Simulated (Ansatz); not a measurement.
# Run report: HfNH3Cl2F, geometry relaxation (part 1 of 2)

System: HfNH3Cl2F, multiplicity 2.
Method: UKS PBE0-D4/def2-SVP (Ansatz 0.2.0).

It belongs to a series of runs on one base structure; here: end point B relaxed. Figures and captions count atoms from 1; the log counts them from 0 in places.

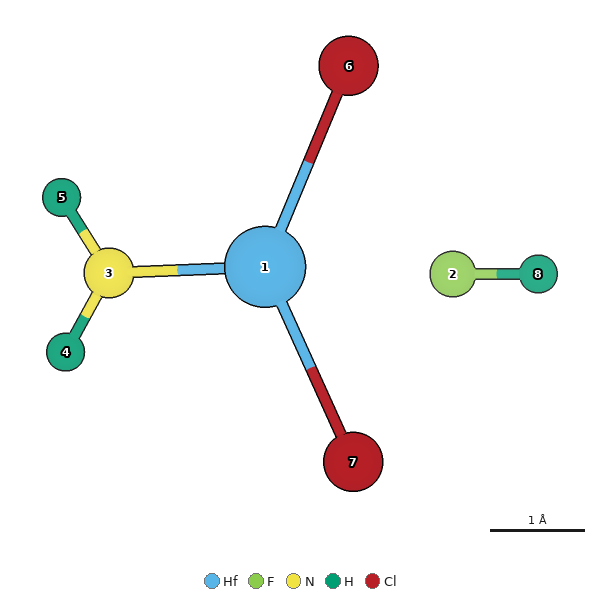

*The input geometry (ball-and-stick view, seen on its broad side; atoms are numbered from 1 in the order of the input). Sticks mark near contacts.*

Bond lengths as drawn: Cl–Hf 2.36 Å, F–H 0.92 Å, Hf–N 2.00 Å and H–N 1.02 Å.

### Input
```yaml
crystal:
  periodic: [false, false, false]
  atoms:
    - { symbol: Hf, position_ang: [0.026098, 0.001648, -0.606532] }
    - { symbol: F, position_ang: [0.204682, 0.003347, 2.566851] }
    - { symbol: "N", position_ang: [2.006188, 0.000621, -0.906874] }
    - { symbol: H, position_ang: [2.600944, -0.824559, -0.955597] }
    - { symbol: H, position_ang: [2.596883, 0.826689, -0.995543] }
    - { symbol: Cl, position_ang: [-0.998394, 2.117523, -0.373629] }
    - { symbol: Cl, position_ang: [-1.000008, -2.113524, -0.372059] }
    - { symbol: H, position_ang: [-0.558594, -0.011745, 3.084282] }
magnetization:
  spin_polarized: true
  initial_magnetization: 1
basis:
  gaussian: { orbitals: def2-SVP }
hamiltonian:
  xc: pbe0
  dispersion: d4
relax:
  f_tol: 0.03
  max_steps: 50
```

Machine: 4 threads of Intel Xeon (Granite Rapids), 32 GiB of memory available, shared host.

Launch command:
```bash
ansatz run input.yaml --threads 4 --pin off --max-ram 5120MiB --backend cpu --events-out ev --progress --plain --runs-dir out
```

### What the program printed
```
The last accepted step is kept in [file] (removed where the run ends without a failure and the disk answers)
Engine: ansatz 0.2.0, x86_64-unknown-linux-gnu
Functional definition: PBE0
  parameter a = 0.25
  parameter kappa = 0.804
  parameter beta = 0.06672455060314922
  exchange = (1 - a)*pbe_x(kappa = kappa, mu = beta*pi^2/3) + a*exact_x
  correlation = pbe_c(beta = beta)
1145 factors; integrals over basis functions are off by at most 3.5e-4 eV
mean field evaluation 1: about -30580.3439 eV, gradient 4.4e1 eV
mean field evaluation 2: about -30551.0561 eV, gradient 8.7e1 eV
mean field evaluation 4: about -30588.1386 eV, gradient 4.9e0 eV
mean field evaluation 8: about -30588.2787 eV, gradient 2.9e-1 eV
mean field evaluation 16: about -30588.2795 eV, gradient 6.0e-4 eV
mean field -30588.27952133 eV, -1124.0985389283 hartree, gradient 5.0e-5 eV, S^2 0.753216; 2 other end points of the search recorded, 0 dependent functions left out
the calculation of the forces begins
reference -30588.27957837 eV, -1124.0985410245 hartree; 33, 32 occupied and 78, 79 virtual orbitals, 1145 factors
relax step   1: F+E_penalty+E_count = -30588.44911307 eV  Δ(F+E_penalty+E_count) = +0.000e0 eV  max|allowed force component| = 1.230e-1 eV/Å  Δτ_max = 0.0000 Å  (47 SCF iters, accepted)
these checks for a lower state are left out or cut short: starts, cluster_reference, orbital_swaps, neighbouring_geometries, increment
1145 factors; integrals over basis functions are off by at most 5.0e-4 eV
mean field evaluation 32: about -30588.2795 eV, gradient 2.0e-5 eV
mean field -30588.27950517 eV, -1124.0985383346 hartree, gradient 2.7e-5 eV, S^2 0.753165; 0 other end points of the search recorded, 0 dependent functions left out
[... from here on the field's lines of each further geometry are left out, up to the last ...]
relax step   2: F+E_penalty+E_count = -30588.45235827 eV  Δ(F+E_penalty+E_count) = -3.245e-3 eV  max|allowed force component| = 4.773e-1 eV/Å  Δτ_max = 0.1949 Å  (40 SCF iters, accepted)
relax step   3: F+E_penalty+E_count = -30588.43023754 eV  Δ(F+E_penalty+E_count) = +2.212e-2 eV  max|allowed force component| = 7.988e-1 eV/Å  Δτ_max = 0.1402 Å  (45 SCF iters, rejected (line search))
relax step   4: F+E_penalty+E_count = -30588.46498890 eV  Δ(F+E_penalty+E_count) = -1.263e-2 eV  max|allowed force component| = 1.802e-1 eV/Å  Δτ_max = 0.0701 Å  (40 SCF iters, accepted)
relax step   5: F+E_penalty+E_count = -30588.47454424 eV  Δ(F+E_penalty+E_count) = -9.555e-3 eV  max|allowed force component| = 2.078e-1 eV/Å  Δτ_max = 0.0979 Å  (40 SCF iters, accepted)
relax step   6: F+E_penalty+E_count = -30588.49567631 eV  Δ(F+E_penalty+E_count) = -2.113e-2 eV  max|allowed force component| = 4.179e-1 eV/Å  Δτ_max = 0.1471 Å  (42 SCF iters, accepted)
relax step   7: F+E_penalty+E_count = -30588.52924252 eV  Δ(F+E_penalty+E_count) = -3.357e-2 eV  max|allowed force component| = 6.347e-1 eV/Å  Δτ_max = 0.1986 Å  (44 SCF iters, accepted)
relax step   8: F+E_penalty+E_count = -30588.57797156 eV  Δ(F+E_penalty+E_count) = -4.873e-2 eV  max|allowed force component| = 4.506e-1 eV/Å  Δτ_max = 0.1615 Å  (42 SCF iters, accepted)
relax step   9: F+E_penalty+E_count = -30588.63846472 eV  Δ(F+E_penalty+E_count) = -6.049e-2 eV  max|allowed force component| = 3.071e-1 eV/Å  Δτ_max = 0.1933 Å  (42 SCF iters, accepted)
relax step  10: F+E_penalty+E_count = -30588.55133521 eV  Δ(F+E_penalty+E_count) = +8.713e-2 eV  max|allowed force component| = 1.326e0 eV/Å  Δτ_max = 0.1935 Å  (42 SCF iters, rejected (line search))
relax step  11: F+E_penalty+E_count = -30588.66265684 eV  Δ(F+E_penalty+E_count) = -2.419e-2 eV  max|allowed force component| = 2.987e-1 eV/Å  Δτ_max = 0.0967 Å  (37 SCF iters, accepted)
relax step  12: F+E_penalty+E_count = -30588.67467446 eV  Δ(F+E_penalty+E_count) = -1.202e-2 eV  max|allowed force component| = 3.696e-2 eV/Å  Δτ_max = 0.1000 Å  (38 SCF iters, accepted)
relax step  13: F+E_penalty+E_count = -30588.67651463 eV  Δ(F+E_penalty+E_count) = -1.840e-3 eV  max|allowed force component| = 6.325e-2 eV/Å  Δτ_max = 0.0661 Å  (40 SCF iters, accepted)
relax step  14: F+E_penalty+E_count = -30588.67674841 eV  Δ(F+E_penalty+E_count) = -2.338e-4 eV  max|allowed force component| = 5.283e-2 eV/Å  Δτ_max = 0.0075 Å  (32 SCF iters, accepted)
relax step  15: F+E_penalty+E_count = -30588.67679401 eV  Δ(F+E_penalty+E_count) = -4.560e-5 eV  max|allowed force component| = 5.118e-2 eV/Å  Δτ_max = 0.0022 Å  (32 SCF iters, accepted)
relax step  16: F+E_penalty+E_count = -30588.67026615 eV  Δ(F+E_penalty+E_count) = +6.528e-3 eV  max|allowed force component| = 1.239e0 eV/Å  Δτ_max = 0.1951 Å  (38 SCF iters, rejected (line search))
relax step  17: F+E_penalty+E_count = -30588.68046320 eV  Δ(F+E_penalty+E_count) = -3.669e-3 eV  max|allowed force component| = 4.356e-2 eV/Å  Δτ_max = 0.0976 Å  (38 SCF iters, accepted)
relax step  18: F+E_penalty+E_count = -30588.68705927 eV  Δ(F+E_penalty+E_count) = -6.596e-3 eV  max|allowed force component| = 4.282e-1 eV/Å  Δτ_max = 0.1000 Å  (38 SCF iters, accepted)
relax step  19: F+E_penalty+E_count = -30588.66900522 eV  Δ(F+E_penalty+E_count) = +1.805e-2 eV  max|allowed force component| = 1.637e0 eV/Å  Δτ_max = 0.1486 Å  (39 SCF iters, rejected (line search))
relax step  20: F+E_penalty+E_count = -30588.69662294 eV  Δ(F+E_penalty+E_count) = -9.564e-3 eV  max|allowed force component| = 3.834e-1 eV/Å  Δτ_max = 0.0743 Å  (39 SCF iters, accepted)
relax step  21: F+E_penalty+E_count = -30588.70910351 eV  Δ(F+E_penalty+E_count) = -1.248e-2 eV  max|allowed force component| = 4.693e-1 eV/Å  Δτ_max = 0.0734 Å  (36 SCF iters, accepted)
relax step  22: F+E_penalty+E_count = -30588.72798137 eV  Δ(F+E_penalty+E_count) = -1.888e-2 eV  max|allowed force component| = 7.331e-1 eV/Å  Δτ_max = 0.1099 Å  (38 SCF iters, accepted)
relax step  23: F+E_penalty+E_count = -30588.77520461 eV  Δ(F+E_penalty+E_count) = -4.722e-2 eV  max|allowed force component| = 2.253e-1 eV/Å  Δτ_max = 0.1686 Å  (38 SCF iters, accepted)
relax step  24: F+E_penalty+E_count = -30588.78497124 eV  Δ(F+E_penalty+E_count) = -9.767e-3 eV  max|allowed force component| = 1.865e-1 eV/Å  Δτ_max = 0.0389 Å  (40 SCF iters, accepted)
relax step  25: F+E_penalty+E_count = -30588.78740093 eV  Δ(F+E_penalty+E_count) = -2.430e-3 eV  max|allowed force component| = 2.503e-1 eV/Å  Δτ_max = 0.0075 Å  (41 SCF iters, accepted)
relax step  26: F+E_penalty+E_count = -30588.80673880 eV  Δ(F+E_penalty+E_count) = -1.934e-2 eV  max|allowed force component| = 5.441e-1 eV/Å  Δτ_max = 0.1351 Å  (40 SCF iters, accepted)
relax step  27: F+E_penalty+E_count = -30588.82008480 eV  Δ(F+E_penalty+E_count) = -1.335e-2 eV  max|allowed force component| = 4.036e-1 eV/Å  Δτ_max = 0.0713 Å  (40 SCF iters, accepted)
relax step  28: F+E_penalty+E_count = -30588.80747372 eV  Δ(F+E_penalty+E_count) = +1.261e-2 eV  max|allowed force component| = 1.288e0 eV/Å  Δτ_max = 0.1978 Å  (39 SCF iters, rejected (line search))
relax step  29: F+E_penalty+E_count = -30588.83492623 eV  Δ(F+E_penalty+E_count) = -1.484e-2 eV  max|allowed force component| = 2.281e-1 eV/Å  Δτ_max = 0.0945 Å  (40 SCF iters, accepted)
relax step  30: F+E_penalty+E_count = -30588.84115222 eV  Δ(F+E_penalty+E_count) = -6.226e-3 eV  max|allowed force component| = 1.607e-1 eV/Å  Δτ_max = 0.0999 Å  (40 SCF iters, accepted)
relax step  31: F+E_penalty+E_count = -30588.83654575 eV  Δ(F+E_penalty+E_count) = +4.606e-3 eV  max|allowed force component| = 1.518e-1 eV/Å  Δτ_max = 0.0532 Å  (38 SCF iters, rejected (line search))
relax step  32: F+E_penalty+E_count = -30588.84349063 eV  Δ(F+E_penalty+E_count) = -2.338e-3 eV  max|allowed force component| = 4.279e-2 eV/Å  Δτ_max = 0.0266 Å  (41 SCF iters, accepted)
the calculation of the forces begins
reference -30588.68874511 eV, -1124.1135776248 hartree; 33, 32 occupied and 78, 79 virtual orbitals, 1145 factors
relax step  33: F+E_penalty+E_count = -30588.84355108 eV  Δ(F+E_penalty+E_count) = -6.045e-5 eV  max|allowed force component| = 1.979e-2 eV/Å  Δτ_max = 0.0113 Å  (39 SCF iters, accepted)
```

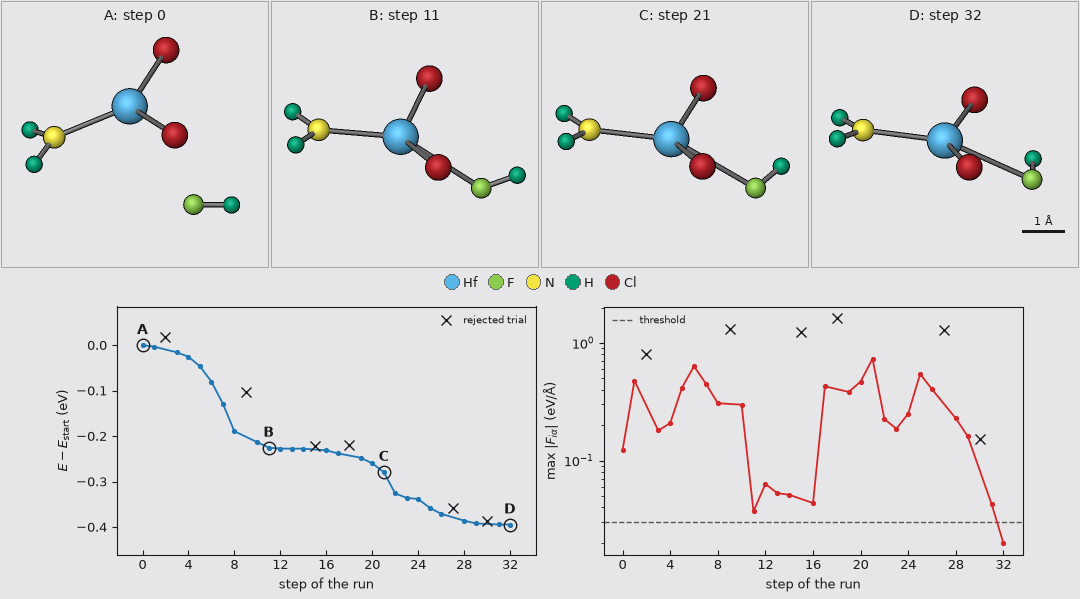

*Frames of the relaxation (ball-and-stick view, seen at a tilt) above the curves, on which the letters mark them (the first geometry is step 0 here and step 1 in the log).*

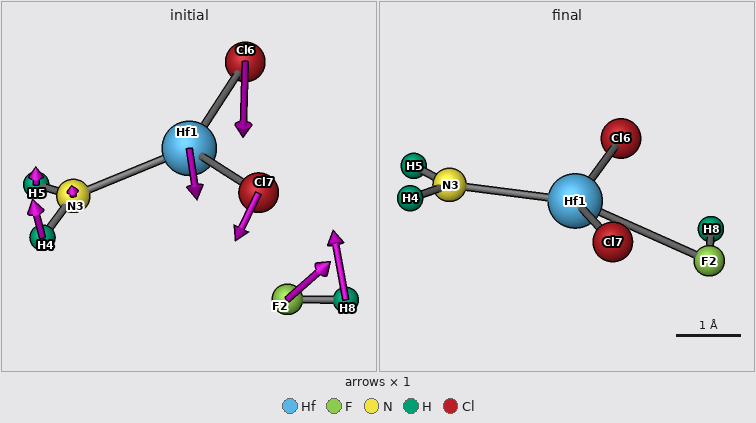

*Before (left) and after (right) the relaxation, at one scale (ball-and-stick view, seen at a tilt). The pink arrows give the displacements, at true length.*

Over 32 geometry steps the energy falls by 0.394 eV. The largest force component goes from 0.12 to 0.02 eV/Å. The line search rejected the trial steps at points 2, 9, 15, 18, 27, 30 (counted from 0) and went back. The largest move after the best rigid fit is that of Cl6, 1.36 Å. By element the largest moves are Cl 1.36 Å, H 1.16 Å, F 1.07 Å, Hf 0.87 Å, N 0.21 Å. Among the contacts that change: Hf1–F2 3.178 → 2.408 Å, Hf1–Cl6 2.362 → 2.446 Å, F2–H8 0.922 → 0.950 Å. New bonds form: Hf1–F2 (3.18 → 2.41 Å). Among the angles that change: Cl6–Hf1–Cl7 127.1° → 147.2°, N3–Hf1–Cl6 116.4° → 104.2°, N3–Hf1–Cl7 116.3° → 106.3°. (Atoms are counted from 1 in the order of the input.)

```
1145 factors; integrals over basis functions are off by at most 9.1e-4 eV
mean field -30588.68869261 eV, -1124.1135756956 hartree, gradient 2.1e-5 eV, S^2 0.753153; 3 other end points of the search recorded, 0 dependent functions left out
the calculation of the forces begins
reference -30588.68874511 eV, -1124.1135776248 hartree; 33, 32 occupied and 78, 79 virtual orbitals, 1145 factors
Total energy: -30588.84360358 eV, -1124.1192685685 hartree
Atom 0 at     0.389566    -0.234370     0.172823 Å, force     0.019790     0.010407    -0.003611 eV/Å
Atom 1 at    -0.755080    -0.172059     2.290578 Å, force     0.009593    -0.019214    -0.018783 eV/Å
Atom 2 at     1.902455    -0.001274    -1.112981 Å, force    -0.016387    -0.005982     0.013718 eV/Å
Atom 3 at     2.394178    -0.753243    -1.593453 Å, force    -0.003766     0.007062     0.002970 eV/Å
Atom 4 at     2.353348     0.881778    -1.347574 Å, force    -0.002826    -0.005925     0.001378 eV/Å
Atom 5 at    -0.360083     2.046664     0.640057 Å, force    -0.001394     0.004969    -0.001012 eV/Å
Atom 6 at    -0.146225    -2.533122     0.153223 Å, force    -0.004081     0.000412     0.006707 eV/Å
Atom 7 at    -0.900361     0.765626     2.238226 Å, force    -0.000929     0.008271    -0.001367 eV/Å
Dipole moment:     0.272611     0.270814    -0.003548 e Å
```

### Trajectory as extended XYZ (Å, eV, eV/Å), 33 frames, from step=1 to step=33
```
8
Properties=species:S:1:pos:R:3:forces:R:3 step=1 energy=-30588.44911
Hf    0.0261    0.0016   -0.6065    0.0166  -0.0003   0.0739
F     0.2047    0.0033    2.5669    0.0648   0.0009  -0.1230
N     2.0062    0.0006   -0.9069   -0.0189   0.0387   0.0028
H     2.6009   -0.8246   -0.9556    0.0182  -0.0229  -0.0113
H     2.5969    0.8267   -0.9955   -0.0092  -0.0160  -0.0003
Cl   -0.9984    2.1175   -0.3736    0.0040  -0.0025   0.0051
Cl   -1.0000   -2.1135   -0.3721    0.0050   0.0039   0.0094
H    -0.5586   -0.0117    3.0843   -0.0805  -0.0018   0.0434
8
Properties=species:S:1:pos:R:3:forces:R:3 step=2 energy=-30588.45236
Hf    0.0378    0.0014   -0.5285    0.0217   0.0017   0.0233
F     0.1406    0.0035    2.3828   -0.4761  -0.0091   0.4773
N     2.0144    0.0015   -0.8485    0.1638  -0.0521  -0.1905
H     2.5996   -0.8261   -0.9838   -0.0888   0.1134   0.0630
H     2.5967    0.8263   -1.0014   -0.0518  -0.0616   0.0590
Cl   -0.9885    2.1174   -0.3093   -0.0085   0.0403   0.0139
Cl   -0.9882   -2.1144   -0.3030   -0.0085  -0.0409   0.0165
H    -0.5346   -0.0096    3.0326    0.4481   0.0084  -0.4626
8
Properties=species:S:1:pos:R:3:forces:R:3 step=3 energy=-30588.43024 accepted=F
Hf    0.0488    0.0006   -0.4969    0.1352  -0.0010  -0.1951
F     0.1320    0.0057    2.4026   -0.4608  -0.0091   0.3628
N     1.9979   -0.0004   -0.9877    0.7988   0.0347   0.3474
H     2.6189   -0.8269   -0.9674   -0.4355   0.4188  -0.1371
H     2.6176    0.8285   -0.9720   -0.4573  -0.4522  -0.1349
Cl   -0.9764    2.1184   -0.2744    0.0065   0.0285   0.0523
Cl   -0.9758   -2.1169   -0.2669    0.0062  -0.0275   0.0545
H    -0.5852   -0.0089    3.0034    0.4069   0.0079  -0.3501
8
Properties=species:S:1:pos:R:3:forces:R:3 step=4 energy=-30588.46499
Hf    0.0631   -0.0024   -0.5031    0.0383   0.0059   0.0052
F     0.0745    0.0187    2.4002   -0.1750  -0.0109   0.1802
N     2.0250   -0.0008   -0.9125    0.1452   0.0028  -0.0679
H     2.6139   -0.8266   -1.0370   -0.0794   0.0957   0.0146
H     2.6145    0.8269   -1.0219   -0.0833  -0.1003   0.0106
Cl   -0.9596    2.1156   -0.2666    0.0071   0.0242   0.0146
Cl   -0.9607   -2.1201   -0.2652    0.0082  -0.0242   0.0192
H    -0.5928   -0.0114    3.0470    0.1387   0.0068  -0.1765
8
Properties=species:S:1:pos:R:3:forces:R:3 step=5 energy=-30588.47454
Hf    0.0990   -0.0046   -0.4662    0.0913   0.0022   0.0658
F     0.0053    0.0202    2.4406    0.1662   0.0012  -0.1618
N     2.0489   -0.0023   -0.9429    0.0496   0.0395  -0.1245
H     2.6263   -0.8259   -1.1200   -0.0597   0.0784   0.0370
H     2.6274    0.8278   -1.0899   -0.0863  -0.1187   0.0350
Cl   -0.9181    2.1165   -0.2109    0.0221  -0.0023   0.0035
Cl   -0.9203   -2.1257   -0.2142    0.0247   0.0065   0.0083
H    -0.6906   -0.0060    3.0444   -0.2078  -0.0070   0.1367
8
Properties=species:S:1:pos:R:3:forces:R:3 step=6 energy=-30588.49568
Hf    0.1548   -0.0040   -0.3741    0.4179  -0.0154  -0.0692
F    -0.1099    0.0034    2.4323    0.0548  -0.0039  -0.0476
N     2.0624   -0.0021   -1.0529   -0.0360   0.0350   0.1216
H     2.6533   -0.8266   -1.2015   -0.1942   0.2001  -0.0113
H     2.6524    0.8295   -1.1682   -0.2083  -0.2312  -0.0234
Cl   -0.8509    2.1237   -0.1005    0.0395  -0.0104   0.0021
Cl   -0.8516   -2.1326   -0.1036    0.0441   0.0242   0.0011
H    -0.8327    0.0086    3.0094   -0.1178   0.0015   0.0266
8
Properties=species:S:1:pos:R:3:forces:R:3 step=7 energy=-30588.52924
Hf    0.2362   -0.0056   -0.2641    0.6347  -0.0135  -0.1048
F    -0.2349    0.0051    2.4745   -0.1858  -0.0064   0.1033
N     2.0922   -0.0031   -1.1033   -0.0387  -0.0442   0.0161
H     2.6638   -0.8259   -1.3449   -0.3493   0.3528   0.1156
H     2.6617    0.8297   -1.3056   -0.2980  -0.3021   0.0727
Cl   -0.7561    2.1303    0.0138    0.0480  -0.0179  -0.0220
Cl   -0.7591   -2.1416    0.0061    0.0512   0.0309  -0.0189
H    -1.0261    0.0112    2.9644    0.1377   0.0004  -0.1619
```
